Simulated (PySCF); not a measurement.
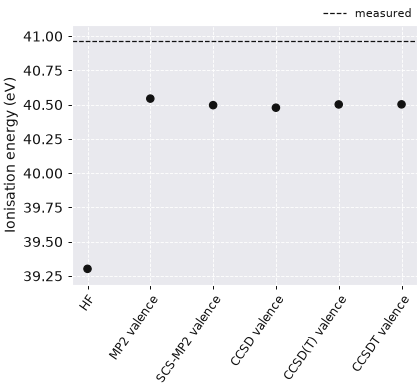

The ionisation energy of Ne⁺ ([He] 2s² 2p⁵ → [He] 2s² 2p⁴) across levels of theory. PySCF, aug-cc-pwCVDZ, non-relativistic, unrestricted single determinants, no spin-orbit coupling. Methods marked “valence” freeze 2 core electrons.

Which methods come out highest, lowest and best?

The values run from 39.30 eV (HF) to 40.54 eV (MP2 valence). The measured value is 40.96 eV; nearest to it come MP2 valence (−0.42) and CCSDT valence (−0.46), furthest HF (−1.66 eV).

```
         Method  Ionisation energy (eV)
             HF                   39.30
    MP2 valence                   40.54
SCS-MP2 valence                   40.50
   CCSD valence                   40.48
CCSD(T) valence                   40.50
  CCSDT valence                   40.50
```
